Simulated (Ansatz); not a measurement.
# Lattice dynamics of CuS (F-43m), part 2 of 2

Task: relax CuS (F-43m), then find its harmonic phonons.

Ansatz 0.2.0; DFT PBEsol+D3(BJ), scalar-relativistic, plane waves, PAW.

So far. Step 3 (Tight relaxation): The forces vanish by symmetry and the pressure is -0.001 GPa, within the tolerances set. The cell now holds 16.30 Å³/atom. The relaxed cell has a = 5.071 Å (conventional setting).

## Step 4: Linear response at the zone centre

The zone centre comes first: it holds the modes that light can see, as far as symmetry allows. No field response is asked, since the mesh shows no gap.

File input.yaml:

```yaml
crystal:
  lattice:
    - [0.0, 2.5355899304, 2.5355899304]
    - [2.5355899304, 0.0, 2.5355899304]
    - [2.5355899304, 2.5355899304, 0.0]
  atoms:
    - { symbol: Cu, position: [0.25, 0.25, 0.25] }
    - { symbol: S, position: [0.0, 0.0, 0.0] }
kpoints:
  mp_grid: { grid: [12, 12, 12] }
hamiltonian:
  xc: pbesol
  dispersion: d3bj
scf:
  occupations: { method: methfessel_paxton, width: 0.15 }
output:
  eigenvalues: true
phonons:
  method: dfpt
```

Run with:

```console
ansatz run input.yaml --threads 4 --pin off --max-ram 7168MiB --backend cpu --events-out ev --progress --plain --runs-dir out
```

Numbers of over 12 decimals in the logs are rounded to 6 here.

The log of the run:

```text
zone centre: on kpoints.mp_grid the ground state, and the responses unless they are solved on pairs of k-points, stand on 163 of the mesh's 1728 k-points, reduced under 8 symmetry operations, with k and −k counted as one. Each operation leaves every solved displacement unchanged or reverses it
[...]
Crystal: 2 atoms, lattice volume = 32.604 Å³
Basis set: ecut = 420 eV, 609 PW (Γ), exchange–correlation on 48×48×48 points (8 copies of the dense FFT grid, shifted against one another)
Bands: 17, of which v1, the nominal top of the filled ones, is band 13 counted from 1 (12 counted from 0)
Symmetry: 24 space group operations
k-points: 163 of 1728 (irreducible under 8 space group operations, time reversal used)
[...]
SCF iter   1: F=—  HF=-7474.767559 eV  |F-HF|=—  |Δ(HF+E_count)|=         —  Δρ=1.17e-2  dr2=2.76e-2  ethr=1.77e-3  ⟨swp⟩=5.1  Hψ=13925  notcnv=0
[...]
SCF iter   9: F=-7474.760298 eV  HF=-7474.760298 eV  |F-HF|=1.82e-12  |Δ(HF+E_count)|=  5.46e-12  S|Δr|=    0.00e0  Δρ=2.03e-8  dr2=1.01e-13  ethr=1.00e-12  ⟨swp⟩=5.7  Hψ=11568  notcnv=0
SCF 1 converged in 9 iterations: F = -7474.760298 eV  dr2 = 1.01e-13
[...]
DFPT response loops at Γ: preconditioner auto → Kerker (q_TF=auto, 2.610 Å⁻¹) (partly filled bands, converged f_vac=0.025); β = 1.00, the filter's whole step (`scf.mixing.beta` (0.50) is not read by the response loops under this deck's `scf.mixing.preconditioner`; to damp them name `kerker` or `kerker_dos`, under which they read `scf.mixing.beta`, and type it under 1.00, their step now; both keys bind the ground state too); Broyden in place of MSR1
SCF converged after 9 iterations
[...]
Free energy (F): -7474.760298 eV
[...]
Internal energy: -7474.761121 eV  (E = F + TS)
E sigma→0 (E₀):  -7474.760504 eV
Entropy (-TS):   0.000823 eV (0.411 meV/atom)
Fermi energy:    9.209991 eV
[...]
--- Band table (eV; the first three rows and the last of 163) ---
  k-point 0: bands = [... 9 lower, 6.3412, 10.6051, 10.6051, 10.6051, 12.8706, 16.3205, 16.3205, 16.3205]
  k-point 1: bands = [... 9 lower, 6.3361, 10.0668, 10.5083, 10.5083, 13.2970, 16.3000, 16.4738, 16.4738]
  k-point 2: bands = [... 9 lower, 6.3279, 9.0517, 10.2596, 10.2596, 13.8827, 16.4887, 16.8184, 16.8184]
  k-point 162: bands = [... 9 lower, 6.4094, 6.6372, 6.9683, 7.8900, 15.5861, 17.1034, 17.9573, 18.2255]
--- Phonons (Γ-DFPT): 2 representative perturbations + reference, on 163 of 1728 k-points (Σ response iterations 6) ---
  k mesh reduced under 8 symmetry operations, with k and −k counted as one. Each operation leaves every solved displacement unchanged or reverses it
  ASR residual: 1.179e-5 → 0.000e0 eV/Å²; symmetrization residual: 1.506e-6 eV/Å²
  pairwise dispersion correction: d3bj (s6 = 1.0, s8 = 2.9491, a1 = 0.4466, a2_bohr = 6.1742), with the weights of each atom's references fixed at the reference crystal's, and the forces and stress that the weights' published response gives there kept as a pressure on the atom's counted neighbours (hamiltonian.dispersion)
  ASR residual per site (eV/Å²): 1.18e-5 1.14e-5
  Γ frequencies (cm⁻¹): 0.00 0.00 0.00 307.65 307.65 307.65
  non-analytic LO–TO correction: not included (Born effective charges unavailable; polar crystals: no LO–TO splitting at Γ)
```

Run time: 7.8 s. Hardware: 4 threads of Arm Neoverse V1, shared host; peak memory 0.56 GiB; 29 s of CPU time.

Numbers from this step:

| Property | Result |
| --- | --- |
| sum-rule residual before enforcement | 1.18e-5 eV/Å² |
| point group | -43m |
| highest optical mode at the zone centre (no LO-TO term) | 307.6 cm⁻¹ |
| lowest optical zone-centre mode | 307.6 cm⁻¹ |

Patterns of degenerate modes are one choice out of their space. Modes at Γ, with each element's share of the kinetic energy:

| mode | frequency (cm⁻¹) | symmetry | Cu % | S % |
| --- | --- | --- | --- | --- |
| 1 | 0.0 | acoustic | 66 | 34 |
| 2 | 0.0 | acoustic | 66 | 34 |
| 3 | 0.0 | acoustic | 66 | 34 |
| 4 | 307.6 | T2 | 34 | 66 |
| 5 | 307.6 | T2 | 34 | 66 |
| 6 | 307.6 | T2 | 34 | 66 |

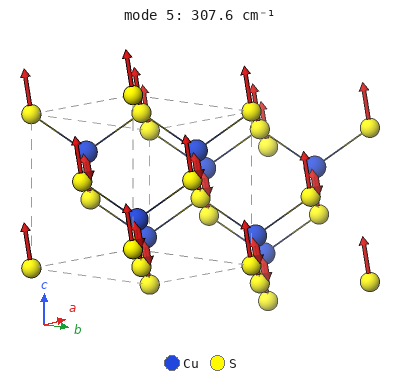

Displacement patterns of mode 5 at Γ; arrows are exaggerated. Bonds to atoms that aren't drawn are left out. 1×2×1 conventional cells are drawn. Some periodic images of atoms are drawn too.

Before it was imposed, the acoustic sum rule was missed by 1.2e-5 eV/Å². Small misses are needed for a sound result but don't prove that mesh and cutoff are converged. The lowest optical mode is real, 308 cm⁻¹.

## Step 5: Response at finite wavevector

Stability and thermal properties need the whole zone. Linear response on a 4×4×4 q mesh gives force constants as far as a supercell of that size would.

Changes to input.yaml since step 4:

```diff
@@ -19 +19,8 @@
   method: dfpt
+  qmesh: [4, 4, 4]
+  temperatures: { t_max: 1000, t_step: 50 }
+  qpath:
+    path:
+      - [[0.0, 0.0, 0.0], [-0.5, -0.5, 0.0], [-0.375, -0.375, 0.25]]
+      - [[-0.375, 0.0, 0.375], [0.0, 0.0, 0.0], [0.0, 0.0, 0.5], [-0.5, -0.25, 0.25], [-0.5, -0.5, 0.0]]
+    npoints: 10
```

The log of the run:

```text
[...]
Crystal: 2 atoms, lattice volume = 32.604 Å³
Basis set: ecut = 420 eV, 609 PW (Γ), exchange–correlation on 48×48×48 points (8 copies of the dense FFT grid, shifted against one another)
Bands: 17, of which v1, the nominal top of the filled ones, is band 13 counted from 1 (12 counted from 0)
Symmetry: 24 space group operations
k-points: 72 of 1728 (time reversal used)
[...]
SCF iter   1: F=—  HF=-7474.767560 eV  |F-HF|=—  |Δ(HF+E_count)|=         —  Δρ=1.17e-2  dr2=2.76e-2  ethr=1.77e-3  ⟨swp⟩=5.1  Hψ=6147  notcnv=0
[...]
SCF iter   9: F=-7474.760298 eV  HF=-7474.760298 eV  |F-HF|=1.82e-12  |Δ(HF+E_count)|=  4.55e-12  S|Δr|=    0.00e0  Δρ=2.03e-8  dr2=1.03e-13  ethr=1.00e-12  ⟨swp⟩=5.8  Hψ=5134  notcnv=0
SCF 1 converged in 9 iterations: F = -7474.760298 eV  dr2 = 1.03e-13
[...]
phonons: the bands overlap, so this run is a metal and interpolates without the dipole-dipole term. If the crystal is really an insulator or semiconductor, its LO-TO splitting is missing
NSCF: frozen V_eff on 72 k-points
[...]
DFPT response loops at q = (0, 0, 0) (fractional): preconditioner auto → Kerker (q_TF=auto, 2.610 Å⁻¹) (partly filled bands, converged f_vac=0.025); β = 1.00, the filter's whole step (`scf.mixing.beta` (0.50) is not read by the response loops under this deck's `scf.mixing.preconditioner`; to damp them name `kerker` or `kerker_dos`, under which they read `scf.mixing.beta`, and type it under 1.00, their step now; both keys bind the ground state too); Broyden in place of MSR1
[...]
SCF converged after 9 iterations
[...]
Free energy (F): -7474.760298 eV
[...]
Internal energy: -7474.761121 eV  (E = F + TS)
E sigma→0 (E₀):  -7474.760504 eV
Entropy (-TS):   0.000823 eV (0.411 meV/atom)
Fermi energy:    9.209991 eV
[...]
--- Band table (eV; the first three rows and the last of 72) ---
  k-point 0: bands = [... 9 lower, 6.3412, 10.6051, 10.6051, 10.6051, 12.8706, 16.3205, 16.3205, 16.3205]
  k-point 1: bands = [... 9 lower, 6.3361, 10.0668, 10.5083, 10.5083, 13.2970, 16.3000, 16.4738, 16.4738]
  k-point 2: bands = [... 9 lower, 6.3279, 9.0517, 10.2596, 10.2596, 13.8827, 16.4887, 16.8184, 16.8184]
  k-point 71: bands = [... 9 lower, 6.4094, 6.6372, 6.9683, 7.8900, 15.5861, 17.1034, 17.9573, 18.2255]
--- Phonons (Γ-DFPT): 2 representative perturbations + reference (Σ response iterations 6) ---
  ASR residual: 1.226e-5 → 0.000e0 eV/Å²; symmetrization residual: 1.497e-6 eV/Å²
[...]
ASR residual per site (eV/Å²): 1.11e-5 1.23e-5
  Γ frequencies (cm⁻¹): 0.00 0.00 0.00 307.65 307.65 307.65
--- Phonons (arbitrary-q DFPT): 8 irreducible q on the 4×4×4 mesh ---
  q = [0.0000, 0.0000, 0.0000] (star 1, of the zone-centre solve; hermiticity 4.04e-7, symmetrization 6.90e-13): -0.00 -0.00 0.00 307.65 307.65 307.65
  q = [0.0000, 0.0000, 0.2500] (star 8, 2 solved perturbations on 936 of 1728 k-point pairs; hermiticity 2.60e-7, symmetrization 1.26e-7): 47.91 47.91 136.45 312.23 319.41 319.41
[...]
q = [0.0000, 0.2500, 0.2500] (star 6, 4 solved perturbations in 1608 linear systems a pass and spin channel, the states on 510 of 1728 k-point pairs; hermiticity 9.12e-7, symmetrization 8.07e-8): 68.55 68.55 149.89 318.86 318.86 320.47
[...]
sum rule: each row above includes the acoustic sum rule's correction from the zone centre's row sums; it moved no ω² by more than (0.32 cm⁻¹)²
  mesh force constants: q→R imaginary residual 2.07e-18; ASR residual 1.226e-5 → 0.000e0 eV/Å²; symmetrization residual 3.553e-15 eV/Å²
  interpolated dispersion: 62 rows × 6 modes
  density of states and harmonic sums: on the 24×24×24 q-mesh, interpolated from the force constants of a 4×4×4 supercell (no non-analytic term)
  largest difference from the sums on the solved wave vectors: F 1.24e-2 eV, S 1.64e-5 and C_V 4.02e-6 eV/K
  zero-point energy: 0.081416 eV/cell   skipped modes (ω ≤ 0): 3   left out of the sums: 3.62e-5 of the cell's modes: C_V's classical limit lies that fraction below 3 k_B per atom; for a crystal, a wire or a layer, F and S can be off by more, and a phonons.interpolated_qmesh denser along its periods is the remedy for the sampling
```

It took 3.3 min on 4 threads; peak memory 2.4 GiB.

Numbers from this step:

```
sum-rule residual before enforcement                       : 1.23e-5 eV/Å²
lowest frequency on the path                               : 0 cm⁻¹
highest frequency on the path or at a solved wavevector    : 351.9 cm⁻¹
mean frequency                                             : 218.9 cm⁻¹
Debye temperature (second moment)                          : 460 K
logarithmic mean frequency                                 : 179.2 cm⁻¹
lowest mode on the q mesh (acoustic modes at Γ apart)      : 47.91 cm⁻¹
zero-point energy per atom                                 : 40.71 meV
heat capacity at 300 K                                     : 22.31 J/(mol atoms K)
vibrational entropy at 300 K                               : 30.12 J/(mol atoms K)
edges of the widest gap between branches, on path and mesh : 206.2, 306.8 cm⁻¹
```

Frequencies (cm⁻¹) solved at each irreducible wavevector; negative means imaginary. Frequencies by wavevector, by row:

| q in reciprocal lattice units | star | mode 1 | mode 2 | mode 3 | mode 4 | mode 5 | mode 6 |
| --- | --- | --- | --- | --- | --- | --- | --- |
| 0 0 0 | 1 | 0 | 0 | 0 | 307.6 | 307.6 | 307.6 |
| 0 0 0.25 | 8 | 47.9 | 47.9 | 136.4 | 312.2 | 319.4 | 319.4 |
| 0 0 -0.5 | 4 | 67.1 | 67.1 | 187.4 | 334.3 | 334.3 | 350.2 |
| 0 0.25 0.25 | 6 | 68.5 | 68.5 | 149.9 | 318.9 | 318.9 | 320.5 |
| 0 0.25 -0.5 | 24 | 77.9 | 92.3 | 191.9 | 321.6 | 334 | 347.4 |
| 0 0.25 -0.25 | 12 | 61.5 | 91.7 | 176.4 | 310.8 | 323.5 | 338.5 |
| 0 -0.5 -0.5 | 3 | 78.4 | 78.4 | 206.2 | 314.4 | 335.9 | 335.9 |
| 0.25 -0.5 -0.25 | 6 | 85.7 | 91.1 | 199.6 | 322.2 | 339.4 | 346.4 |

Interpolated from a 4×4×4 q mesh. Phonon branches along the path, in cm⁻¹:

| point | branch 1 | branch 2 | branch 3 | branch 4 | branch 5 | branch 6 |
| --- | --- | --- | --- | --- | --- | --- |
| Γ | 0 | 0 | 0 | 308 | 308 | 308 |
| X | 78 | 78 | 206 | 314 | 336 | 336 |
| U | 80 | 96 | 199 | 321 | 336 | 348 |
| jump to K | 80 | 96 | 199 | 321 | 336 | 348 |
| Γ | 0 | 0 | 0 | 308 | 308 | 308 |
| L | 67 | 67 | 187 | 334 | 334 | 350 |
| W | 86 | 91 | 200 | 322 | 339 | 346 |
| X | 78 | 78 | 206 | 314 | 336 | 336 |

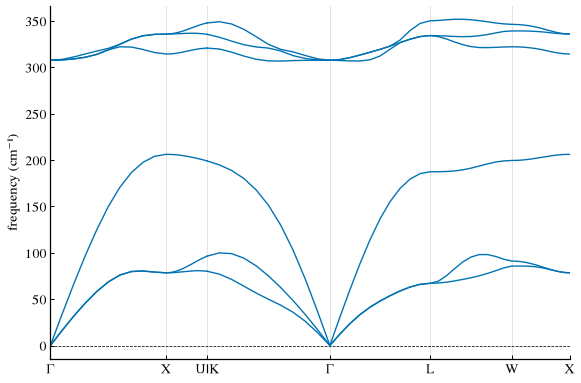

Phonon branches along the path.

The phonon density of states has structure finer than the step of the table below, so its rows give means over 20 cm⁻¹, whole bins alone (the curve runs from 2.5 to 352 cm⁻¹). Peaks (cm⁻¹: height): 77.5: 0.0609, 187.5: 0.0323, 322.5: 0.119, 332.5: 0.0900, 347.5: 0.0628.

Tetrahedra on a 24×24×24 mesh, mean over bins of 5 cm-1. Interpolated from a 4×4×4 q mesh. The phonon density of states by wavenumber; means over each step:

| wavenumber (cm⁻¹) | phonon density of states (1/cm⁻¹/cell) |
| --- | --- |
| 20 | 0.00103 |
| 40 | 0.00618 |
| 60 | 0.0258 |
| 80 | 0.0492 |
| 100 | 0.0198 |
| 120 | 0.00175 |
| 140 | 0.00304 |
| 160 | 0.00589 |
| 180 | 0.0180 |
| 200 | 0.0192 |
| 220 | 4.4e-5 |
| 240 | 0 |
| 260 | 0 |
| 280 | 0 |
| 300 | 0.00673 |
| 320 | 0.0777 |
| 340 | 0.0585 |

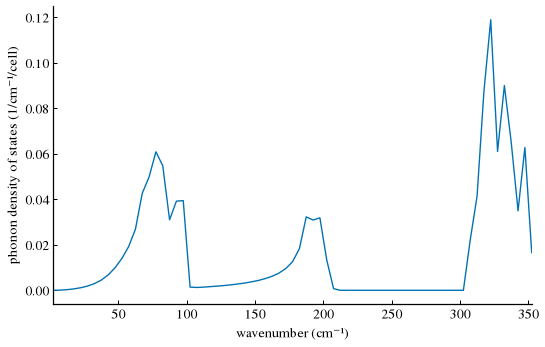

Phonon density of states, plotted against wavenumber.

The partial phonon density of states has structure finer than the step of the table below, so its rows give means over 25 cm⁻¹, whole bins alone (the curve runs from -10 to 372 cm⁻¹). Peaks (cm⁻¹: height): Cu 79.0: 0.0476, 192.0: 0.0300, 333.9: 0.0209; S 79.0: 0.0158, 319.5: 0.0965, 333.9: 0.0643.

Phonopy on the run's constants, 19x19x19 mesh, Gaussian sigma 2.7 cm-1. Interpolated from a 4×4×4 q mesh. Partial phonon density of states against wavenumber; means over each step; values in 1/cm⁻¹/cell:

| wavenumber (cm⁻¹) | Cu | S |
| --- | --- | --- |
| 25 | 0.00127 | 6.1e-4 |
| 50 | 0.00924 | 0.00400 |
| 75 | 0.0347 | 0.0123 |
| 100 | 0.0150 | 0.00459 |
| 125 | 0.00154 | 4.8e-4 |
| 150 | 0.00341 | 7.5e-4 |
| 175 | 0.0120 | 0.00133 |
| 200 | 0.0179 | 6.8e-4 |
| 225 | 4.2e-6 | 0 |
| 250 | 0 | 0 |
| 275 | 0 | 0 |
| 300 | 0.00226 | 0.00687 |
| 325 | 0.0165 | 0.0648 |
| 350 | 0.00599 | 0.0235 |

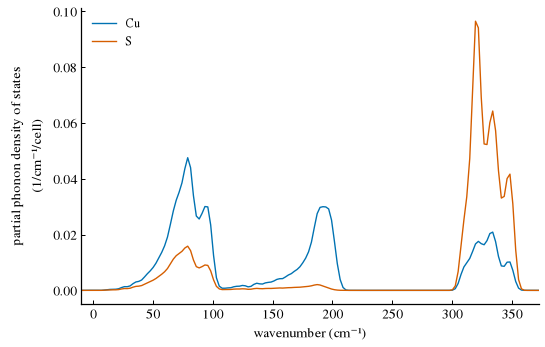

Partial phonon density of states against wavenumber.

Second derivatives of the energy by pair, one row for each kind of neighbour of each atom listed. Each entry sums the pair over the periodic images of the supercell that the q mesh stands for, and in a polar crystal it holds the long-range dipole part too. Force constants by pair, by row:

| atom | neighbour | distance (Å) | third of the trace (eV/Å²) | along the pair's line (eV/Å²) |
| --- | --- | --- | --- | --- |
| Cu1 | itself | 0 | 8.219 | – |
| Cu1 | S | 2.196 | -1.828 | -5.647 |
| Cu1 | Cu | 3.586 | -0.0498 | -0.2942 |
| Cu1 | S | 4.205 | 0.0061 | -0.0306 |
| Cu1 | Cu | 5.071 | -0.0633 | -0.0957 |
| Cu1 | S | 5.526 | -0.0307 | -0.0632 |
| Cu1 | Cu | 6.211 | 0.0071 | 0.023 |
| Cu1 | S | 6.588 | 0.006 | 0.0262 |
| Cu1 | S | 6.588 | 0.0281 | 0.045 |
| S2 | itself | 0 | 10.33 | – |
| S2 | Cu | 2.196 | -1.828 | -5.647 |
| S2 | S | 3.586 | -0.2559 | -0.6508 |
| S2 | Cu | 4.205 | 0.0061 | -0.0306 |
| S2 | S | 5.071 | -0.0361 | -0.0892 |
| S2 | Cu | 5.526 | -0.0307 | -0.0632 |
| S2 | S | 6.211 | 0.0072 | 0.021 |
| S2 | Cu | 6.588 | 0.0281 | 0.045 |
| S2 | Cu | 6.588 | 0.006 | 0.0262 |

Harmonic thermodynamic functions per atom, from the density of states. Interpolated from a 4×4×4 q mesh. Thermodynamic functions, by row:

| T (K) | F_vib (meV/atom) | S (J/mol-atom/K) | C_V (J/mol-atom/K) |
| --- | --- | --- | --- |
| 0 | 40.71 | 0 | 0 |
| 50 | 40.07 | 3.833 | 6.518 |
| 100 | 36.41 | 10.25 | 12.53 |
| 200 | 19.69 | 21.55 | 19.72 |
| 300 | -7.29 | 30.12 | 22.31 |
| 400 | -42.05 | 36.7 | 23.39 |
| 500 | -82.92 | 41.99 | 23.93 |
| 600 | -128.8 | 46.38 | 24.23 |
| 700 | -178.8 | 50.13 | 24.41 |
| 800 | -232.5 | 53.4 | 24.54 |
| 900 | -289.4 | 56.29 | 24.62 |
| 1000 | -349.1 | 58.89 | 24.68 |

Harmonic mean-square displacement, third of the trace. Interpolated from a 4×4×4 q mesh. Mean square displacements, by row:

| T (K) | Cu1 U_eq (Å²) | S2 U_eq (Å²) |
| --- | --- | --- |
| 0 | 0.00246 | 0.00273 |
| 100 | 0.00501 | 0.00475 |
| 300 | 0.01351 | 0.01162 |
| 600 | 0.02672 | 0.02263 |

Symmetry leaves 8 wavevectors to solve. The lowest mode among them, the acoustic zeros apart, lies at q = (0, 0, 0.25) and is real, 47.9 cm⁻¹.

## Step 6: Another isotope, element Cu, natural mass 63.546 amu

An isotope changes the mass and not the force constants, so no new electronic calculation is needed; the shifts show which modes move this element.

The same force constants with the mass of Cu changed from 63.546 to 64.928 u (phonopy, no LO-TO term). Both lists are sorted by frequency; levels can cross, so a row need not hold one and the same mode. Modes under 3 cm⁻¹ are left out. Isotope shifts, by row:

| q | rank | natural mass (cm⁻¹) | changed mass (cm⁻¹) |
| --- | --- | --- | --- |
| 0 0 0 | 4 | 307.6 | 306.6 |
| 0 0 0 | 5 | 307.6 | 306.6 |
| 0 0 0 | 6 | 307.6 | 306.6 |
| 0 0 0.25 | 1 | 47.91 | 47.56 |
| 0 0 0.25 | 2 | 47.91 | 47.56 |
| 0 0 0.25 | 3 | 136.4 | 135.3 |
| 0 0 0.25 | 4 | 312.2 | 311.5 |
| 0 0 0.25 | 5 | 319.4 | 318.4 |
| 0 0 0.25 | 6 | 319.4 | 318.4 |
| 0 0 -0.5 | 1 | 67.07 | 66.55 |
| 0 0 -0.5 | 2 | 67.07 | 66.55 |
| 0 0 -0.5 | 3 | 187.4 | 185.5 |
| 0 0 -0.5 | 4 | 334.3 | 333.3 |
| 0 0 -0.5 | 5 | 334.3 | 333.3 |
| 0 0 -0.5 | 6 | 350.2 | 349.9 |
| 0 0.25 0.25 | 1 | 68.55 | 68.02 |
| 0 0.25 0.25 | 2 | 68.55 | 68.02 |
| 0 0.25 0.25 | 3 | 149.9 | 148.6 |
| 0 0.25 0.25 | 4 | 318.9 | 317.9 |
| 0 0.25 0.25 | 5 | 318.9 | 317.9 |
| 0 0.25 0.25 | 6 | 320.5 | 319.8 |

A mode of this element alone would shift by -1.07 %. The highest zone-centre frequency without the field goes from 307.6 to 306.6 cm⁻¹ (-0.4 %). The product of the frequency ratios over all optical modes at Γ is 0.989; the product rule, (m/m′)^(3k/2) (M′/M)^(3/2) with k = 1 such atoms and M the mass of the cell, gives 0.989.

## Step 7: Another isotope, element S, natural mass 32.06 amu

The same for S, from 32.06 to 33.97 u.

The same force constants with the mass of S changed from 32.060 to 33.968 u (phonopy, no LO-TO term). Both lists are sorted by frequency; levels can cross, so a row need not hold one and the same mode. Modes under 3 cm⁻¹ are left out. Isotope shifts, by row:

| q | rank | natural mass (cm⁻¹) | changed mass (cm⁻¹) |
| --- | --- | --- | --- |
| 0 0 0 | 4 | 307.6 | 301.9 |
| 0 0 0 | 5 | 307.6 | 301.9 |
| 0 0 0 | 6 | 307.6 | 301.9 |
| 0 0 0.25 | 1 | 47.91 | 47.48 |
| 0 0 0.25 | 2 | 47.91 | 47.48 |
| 0 0 0.25 | 3 | 136.4 | 135.6 |
| 0 0 0.25 | 4 | 312.2 | 305.3 |
| 0 0 0.25 | 5 | 319.4 | 313.2 |
| 0 0 0.25 | 6 | 319.4 | 313.2 |
| 0 0 -0.5 | 1 | 67.07 | 66.51 |
| 0 0 -0.5 | 2 | 67.07 | 66.51 |
| 0 0 -0.5 | 3 | 187.4 | 186.9 |
| 0 0 -0.5 | 4 | 334.3 | 327.5 |
| 0 0 -0.5 | 5 | 334.3 | 327.5 |
| 0 0 -0.5 | 6 | 350.2 | 341 |
| 0 0.25 0.25 | 1 | 68.55 | 67.99 |
| 0 0.25 0.25 | 2 | 68.55 | 67.99 |
| 0 0.25 0.25 | 3 | 149.9 | 149 |
| 0 0.25 0.25 | 4 | 318.9 | 312.3 |
| 0 0.25 0.25 | 5 | 318.9 | 312.3 |
| 0 0.25 0.25 | 6 | 320.5 | 313.2 |

A mode of this element alone would shift by -2.85 %. The highest zone-centre frequency without the field goes from 307.6 to 301.9 cm⁻¹ (-1.9 %). The product of the frequency ratios over all optical modes at Γ is 0.945; the product rule, (m/m′)^(3k/2) (M′/M)^(3/2) with k = 1 such atoms and M the mass of the cell, gives 0.945.

## Step 8: Outcome

```yaml
space_group_after_relaxation_within_0p01_a: F-43m
volume_per_atom: 16.3 Å³
electronic_character: no gap on this mesh
highest_optical_mode_at_the_zone_centre_no_lo_to_term: 308 cm⁻¹
lowest_optical_zone_centre_mode: 308 cm⁻¹
lowest_mode_on_the_q_mesh_acoustic_modes_at_gamma_apart: 47.9 cm⁻¹
highest_frequency_on_the_path_or_at_a_solved_wavevector: 352 cm⁻¹
zero_point_energy_per_atom: 40.7 meV
heat_capacity_at_300_k: 22.3 J/(mol atoms K)
vibrational_entropy_at_300_k: 30.1 J/(mol atoms K)
debye_temperature_second_moment: 460 K
imaginary_modes_on_the_4x4x4_q_mesh: none
```

In words: The structure is a minimum as far as tested: no mode is imaginary at the 8 irreducible wavevectors of the 4×4×4 mesh, and the softest away from the acoustic zeros lies at 48 cm⁻¹. The optical modes at Γ form one degenerate level at 308 cm⁻¹. The highest mode in this list at Γ, 307.6 cm⁻¹, has its largest share on S (66 % of the kinetic energy). On the path and the mesh, the widest gap between branches runs from 206 to 307 cm⁻¹. With no gap, or one that is small against the smearing, the frequencies hang on the k mesh and the smearing, most of all near Kohn anomalies. The phonon runs are without spin polarisation, although the cell has an odd electron count. In the phonons the program treats the change of the C6 weights of the dispersion term with coordination only in part. These are harmonic frequencies at zero temperature: anharmonic shifts, linewidths and thermal expansion are left out.

[Logs are printed without paths, hosts, clocks, repeated set-up lines and the standing remarks that a program may print on its own settings, such as how far it seeks lower states.]

[Hosts, paths, dates, database ids (printed as entryN), source tags and the programs' standing remarks are cut or masked in the printed files.]
